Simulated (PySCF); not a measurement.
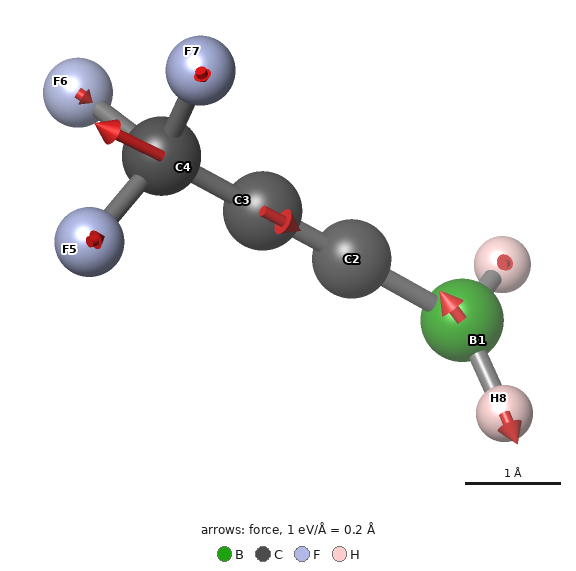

Starting geometry of C₃H₂BF₃ with the computed forces as red arrows. Style: ball-and-stick. Shown from a free direction.

The start comes from GFN2-xTB. Its atoms were then displaced at random by about 0.01 Å.

Level of theory: PBE0-D3(BJ)/def2-SVP geometry optimisation, gas phase (PySCF 2.14.0, density-fitted response routines). 

### What follows when this structure is relaxed?

It isn't relaxed: the largest force vector, on a C atom, is 4.50 eV/Å. The final displacements have little in common with the starting forces (cosine between the two patterns 0.23). The largest move after the best rigid fit is that of an H atom, 0.19 Å. Largest moves by element: H 0.19 Å, F 0.10 Å, C 0.06 Å, B 0.03 Å. Among the contacts that change: C–C 1.403 → 1.470 Å, B–H 1.138 → 1.205 Å, B–H 1.173 → 1.205 Å, C–F 1.359 → 1.331 Å. Bond angles that change, for instance: C–B–H 116.7° → 119.5°, F–C–F 104.9° → 107.7°, C–C–F 113.5° → 110.7°. The energy falls by 22.0 kJ/mol in 7 geometry steps. The run took 33 s on 1 thread of Arm Neoverse V1, with other jobs on the host.
